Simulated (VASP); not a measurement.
Energy against volume of Cs (bcc). All values below come from vdW-DF-cx, VASP's PBE PAW potentials (set 64) (plane waves; VASP).

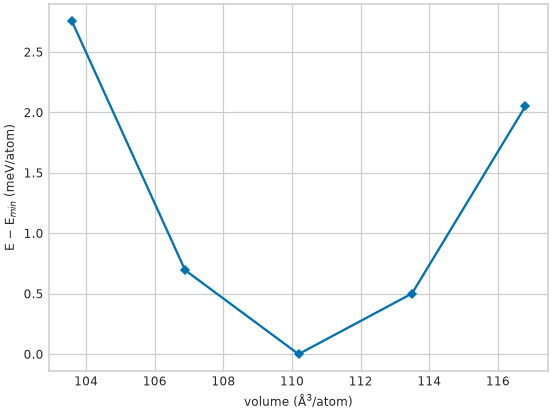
Energy against volume

Q: Estimate the equilibrium volume and the bulk modulus.

A: The minimum lies near 110.4 Å³/atom, and the curvature gives B0 of about 1.9 GPa.

Measured: bulk modulus 2.1 GPa at 0 K (computed value off by -9.0 %), as given by H. Levämäki et al., Physical Review B (2014), arXiv:1402.3671 [corrected for temperature and zero-point phonon effects]; a 6.039 Å at 0 K (computed value off by +0.1 %), as given by Gábor I. Csonka et al., Physical Review B (2009), arXiv:0903.4037 [low-temperature or extrapolated to 0 K; zero-point anharmonic expansion removed].

The compound is Cs in the bcc structure. It was relaxed first.
